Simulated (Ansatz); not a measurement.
# Si₂NH₆ radical: one species, many methods

How much do the methods differ for Si₂NH₆ radical? The plan is to run it at one geometry with functionals of several rungs and with coupled cluster. The yardstick is the atomisation energy at the CCSD(T) limit.

Computed with Ansatz 0.2.0, Gaussian basis. Level: functionals in def2-TZVPP, the program's frozen cores in correlated methods.

Plan: LDA (SPW92), PBE-D4, revPBE-D4, BLYP-D4, r2SCAN-D4, B97M-V, PBE0-D4, B3LYP-D4, r2SCANh-D4, r2SCAN0-D4, HSE06-D4, BHLYP-D4, CAM-B3LYP-D4, LC-ωPBE, ωB97X-V, ωB97M-V, B2PLYP, PBE-QIDH; CCSD(T)/def2-SVP; CCSD(T)/def2-TZVPP; CCSD(T)/def2-QZVPP; extrapolation to the limit; RPA on PBE.

## Step 1: The geometry

All runs share one geometry, relaxed beforehand with PBE0-D4 in a triple-zeta def2 set.

SMILES `[SiH2]N[SiH3]`, 9 atoms, charge 0, spin multiplicity 2.

Atoms are counted from 1 here; the program's logs count them from 0.

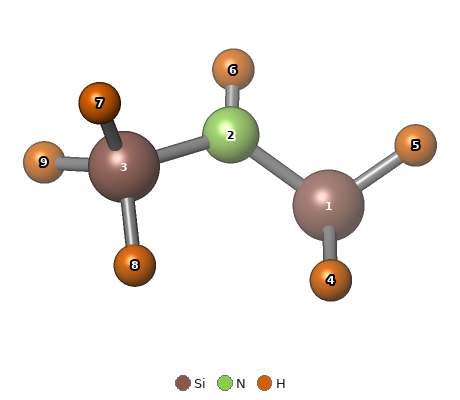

The structure; silicon brown, nitrogen green, hydrogen orange; atoms are numbered from 1 in the order of the file.

## Step 2: LDA

This LDA is Slater exchange with PW92 correlation.

in.yaml reads:

```yaml
crystal:
  periodic: [false, false, false]
  atoms:
    - {symbol: Si, position_ang: [-1.200856, 0.925305, -0.948367]}
    - {symbol: N, position_ang: [0.196886, 0.625803, 0.025193]}
    - {symbol: Si, position_ang: [0.611744, -0.820464, 0.880208]}
    - {symbol: H, position_ang: [-1.616525, -0.372047, -1.554540]}
    - {symbol: H, position_ang: [-0.842900, 1.913407, -2.010927]}
    - {symbol: H, position_ang: [0.764121, 1.439256, 0.222199]}
    - {symbol: H, position_ang: [1.982631, -1.276549, 0.525392]}
    - {symbol: H, position_ang: [-0.378231, -1.853403, 0.488479]}
    - {symbol: H, position_ang: [0.571629, -0.627709, 2.355364]}
basis:
  gaussian: {orbitals: def2-TZVPP}
magnetization: {spin_polarized: true, initial_magnetization: 1}
hamiltonian: {xc: lda}
output: {orbitals: {seedname: orbitals}}
```

Run with:

```bash
$ ansatz run in.yaml --threads 2 --pin off --events-out ev --progress --plain --max-ram 32768MiB --backend cpu
```

Further steps of the session: PBE-D4 (GGA); revPBE-D4 (GGA); BLYP-D4 (GGA); r2SCAN-D4 (meta-GGA); B97M-V (meta-GGA); B3LYP-D4 (hybrid); r2SCANh-D4 (hybrid); r2SCAN0-D4 (hybrid); HSE06-D4 (hybrid); BHLYP-D4 (hybrid); CAM-B3LYP-D4 (range-separated); LC-ωPBE (range-separated); ωB97X-V (range-separated); ωB97M-V (range-separated); B2PLYP (double hybrid); PBE-QIDH (double hybrid); CCSD(T) in def2-SVP; CCSD(T) in def2-TZVPP; CCSD(T) in def2-QZVPP; RPA on PBE orbitals.

Before running them: what should the planned runs give, taken together? Wanted: atomisation energy, CCSD(T)/CBS; farthest beyond LDA; mean size of error, GGA; mean size of error, meta-GGA; mean size of error, hybrid; mean size of error, range-separated; mean size of error, double hybrid; gap, smallest and largest; T1 diagnostic.

The runs gave:

```
                               quantity                                          value
        atomisation energy, CCSD(T)/CBS                                      28.052 eV
    functionals within 0.140 eV (0.5 %)  BLYP-D4, r2SCAN-D4, B97M-V, B3LYP-D4, ωB97M-V
                    farthest beyond LDA                          revPBE-D4 (-0.578 eV)
                mean size of error, GGA                                       0.274 eV
           mean size of error, meta-GGA                                       0.066 eV
             mean size of error, hybrid                                       0.286 eV
    mean size of error, range-separated                                       0.204 eV
      mean size of error, double hybrid                                       0.424 eV
              gap, smallest and largest       1.11 eV (LDA (SPW92)), 8.54 eV (LC-ωPBE)
                          T1 diagnostic                                         0.0144
triples share of the correlation energy                                          3.4 %
```

What this shows: LDA overbinds by 3.098 eV (11 %). PBE-D4 misses by -0.158 eV. Double hybrids carry the basis error of their MP2 part in triple zeta, and no dispersion term here, so their miss is partly the set-up's. By mean error the best rung here is meta-GGA (0.066 eV) and the worst beyond LDA is double hybrid (0.424 eV). The reference freezes the cores and leaves out relativity and excitations past (T), so misses under about 0.140 eV can't be ranked. Hartree-Fock recovers 74 % of the binding; the rest is correlation. CCSD(T) in def2-SVP is off by -2.273 eV, more than most functionals: a good method in a small basis is no reference. Orbital gaps span 1.1 to 8.5 eV; exact exchange widens them.
